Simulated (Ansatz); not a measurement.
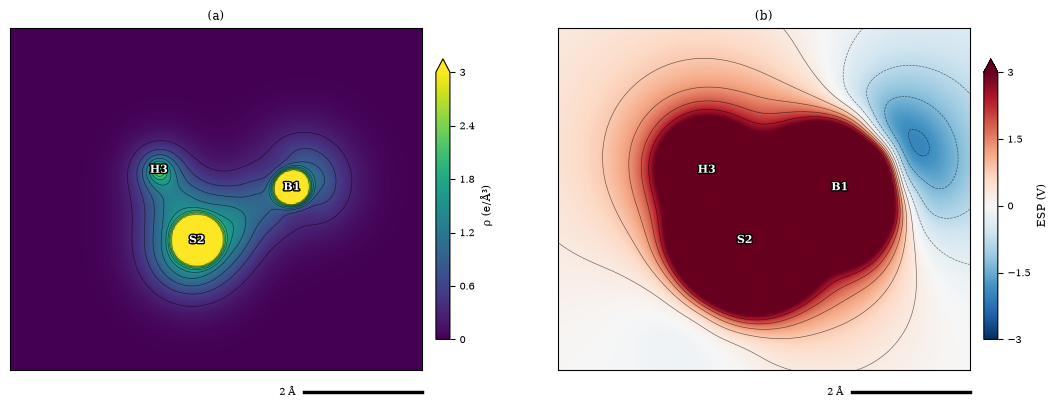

Figure. BHS. (a) total electron density; (b) electrostatic potential on the molecular plane.

All numbers below come from Ansatz, RKS B3LYP/6-31G*.

Question: Interpret the plot.

Answer:
- Atoms in the plane: B, S and H.
- B–S (1.84 Å): ρ is about 1.2 e/Å³ halfway.
- S–H (1.36 Å): ρ at the midpoint is about 1.4 e/Å³.
- Outside the dense part of the molecule the potential is most negative (−2.0 V) near S2.
